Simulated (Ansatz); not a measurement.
Species, as SMILES: N[BH] (BH-NH2), doublet.
Atoms: B1, N2, H3, H4, H5. Bonds: B1-N2, B1-H3, N2-H4, N2-H5.

Basis-set convergence of the lowest harmonic wavenumber at HF with Ansatz (an electronic-structure program). Each level at its own minimum, finite differences of forces, unscaled; the reference is a large set that could be run, not a limit. Cartesian d functions, on some or all atoms, in 6-31G*, 6-31+G*; all else is spherical. The program fits the integrals of some runs and decomposes those of others, by size. Open shells are unrestricted. No added dispersion term, no relativity. Reference: the value in aug-pcseg-2, 636 cm⁻¹, itself unsure by roughly 7 cm⁻¹ (its mean distance from aug-cc-pVTZ, def2-TZVPPD). Deviations are taken from unrounded values.

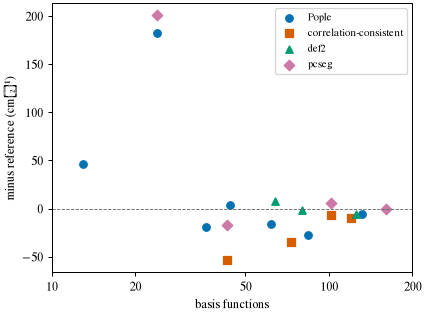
Fig. 1. Deviation from the reference against the number of basis functions, by family of sets.

```tsv
basis	functions	lowest harmonic wavenumber (cm⁻¹)	minus reference (cm⁻¹)
STO-3G	13	683	47
3-21G	24	818	183
pcseg-0	24	836	201
6-31G*	36	616	-19
cc-pVDZ	43	582	-54
pcseg-1	43	619	-17
6-31+G*	44	640	4
6-311+G**	62	620	-16
def2-SVPD	64	644	8
aug-cc-pVDZ	73	601	-35
def2-TZVP	80	634	-2
6-311++G(2d,2p)	84	609	-27
cc-pVTZ	102	629	-7
pcseg-2	102	642	6
jun-cc-pV(T+d)Z	120	626	-9
def2-TZVPPD	125	630	-6
6-311++G(3df,3pd)	132	630	-5
aug-pcseg-2	161	636	0
```
